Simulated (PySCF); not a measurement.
# RuBr₂: quintet, from a linear start

The task is one start of a wider search on RuBr₂: the quintet, from a linear start. It is relaxed, tested by its Hessian and followed downhill if it is a saddle.

Computed with PySCF 2.14.0. Level: PBE0, basis Ru def2-TZVP with ECP28, Br def2-TZVP, scalar-relativistic core potentials, no spin–orbit coupling, density fitting.

### Step 1. Starting geometry

3 atoms, charge 0, spin multiplicity 5.

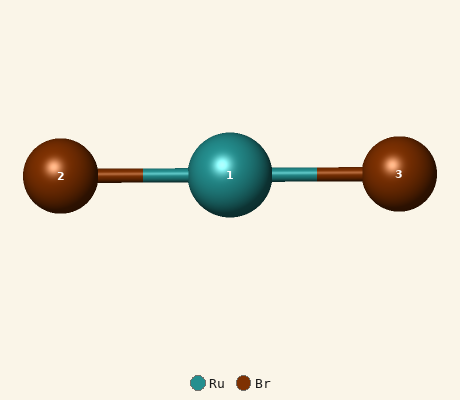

The starting geometry (ruthenium teal, bromine brown); atoms are numbered from 1 in the order of the file.

```xyz
3
charge 0 multiplicity 5
Ru    0.0000    0.0000    0.0000
Br    0.0000    0.0000    2.3900
Br    0.0000    0.0000   -2.3900
```

### Step 2. Finding the electronic state

One driver script runs all steps and calls PySCF; scf.py shows how it sets up the SCF of each step. The optimiser is the driver's own. After this first run the driver tries any further starts and a stability analysis.

The input, scf.py:

```python
from pyscf import gto, scf, dft
mol = gto.M(atom='''
Ru     0.000000     0.000000     0.000000
Br     0.000000     0.000000     2.390000
Br     0.000000     0.000000    -2.390000''',
    basis={'Ru': 'def2-TZVP', 'Br': 'def2-TZVP'},
    ecp={'Ru': 'def2-TZVP'},
    charge=0, spin=4)
mf = dft.UKS(mol, xc='PBE0')
mf.grids.atom_grid = (50, 194)
aux = {'Ru': 'def2-universal-JKFIT', 'Br': 'def2-universal-JKFIT'}
mf = mf.density_fit(auxbasis=aux)
mf.conv_tol = 1e-08
mf.diis_space = 10
mf.max_cycle = 60
mf.init_guess = 'minao'
mf.verbose = 4
mf.kernel()
```

On the command line:

```bash
$ OMP_NUM_THREADS=4 python axn.py task.json out
```

Further steps of the session: Relaxing the quintet from the linear start; Is it a minimum? Harmonic modes.

**Question.** What will these runs give? Wanted: minimum; geometry; wavenumbers; dipole moment; highest occupied, lowest empty level; polar-tensor charge of Ru1; zero-point energy; atomisation energy; ⟨S²⟩.

As calculated:

| quantity | value |
| --- | --- |
| minimum | quintet, D∞h |
| geometry | Ru–Br 2.373 Å (×2); Br–Ru–Br 180.0° |
| wavenumbers (cm⁻¹) | 44, 44, 220, 325 |
| dipole moment | 0.00 D |
| highest occupied, lowest empty level (either spin) | -7.81, -4.19 eV |
| polar-tensor charge of Ru1 | +1.18 e |
| zero-point energy | 3.8 kJ/mol |
| entropy at 298.15 K | 327.4 J/(mol K) |
| atomisation energy (no zero-point energy) | 667 kJ/mol |
| ⟨S²⟩ | 6.010 |

What this shows: The linear start keeps its D∞h symmetry and ends in a minimum. In the infrared the band at 325 cm⁻¹ (stretch) leads. The dipole vanishes although Ru1 carries +1.2 e by the polar tensor: the bond dipoles cancel. Most of the spin sits on Ru1 (Mulliken spin 3.56, against 4 for the whole molecule). Only this shape and spin were tried, so other structures or states may lie lower. The SCF density has lower symmetry than the nuclear frame. Open d and f shells are described by one determinant, and the ground state may have another occupation or spin.
